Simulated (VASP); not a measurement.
Band structure of Mn (relaxed from the omega structure, space group P6/mmm). These are PBEsol GGA, VASP's PBE PAW potentials (set 64) (plane waves; VASP 6.6.1) values and carry that method's errors.

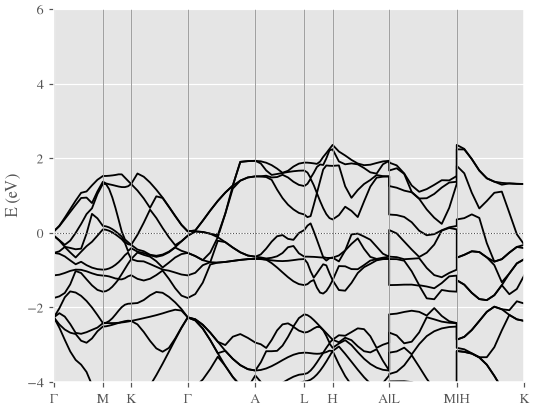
*Bands along high-symmetry lines, zero at the valence-band maximum or, without a gap, the Fermi level*

Question: Read the plot: is there a gap, and where are the band edges?

Answer: It has no gap at this level: it comes out as a metal or semimetal. (Edges off the drawn lines would not show.)

The structure was generated: Mn was put into the omega type (P6/mmm), which need not be its known phase. It was relaxed first, which changed the volume by -9 %. The run is not spin-polarised, so no magnetic state was tried. VASP warned that the highest band is occupied, so more bands are needed.
